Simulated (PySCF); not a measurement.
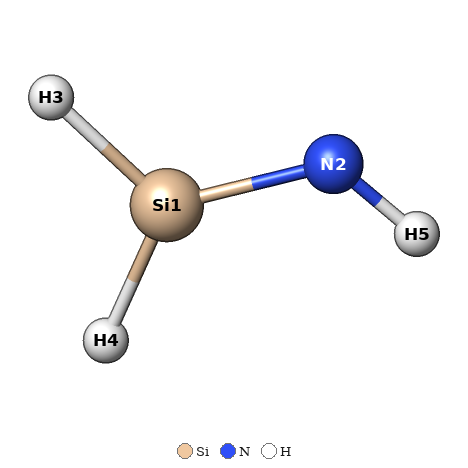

The atoms are numbered. Computed geometry: PBE0-D4/def2-TZVP optimisation. No frequency run is at hand to confirm it as a minimum.

What is the geometry at Si1?

Answer. Si1 has 3 neighbours (N2 at 1.59, H3 at 1.48, H4 at 1.49 Å); the arrangement is trigonal planar.

Describe the coordination of atom 2.

Answer. N2 has 2 neighbours (Si1 at 1.59, H5 at 1.01 Å); the arrangement is bent.
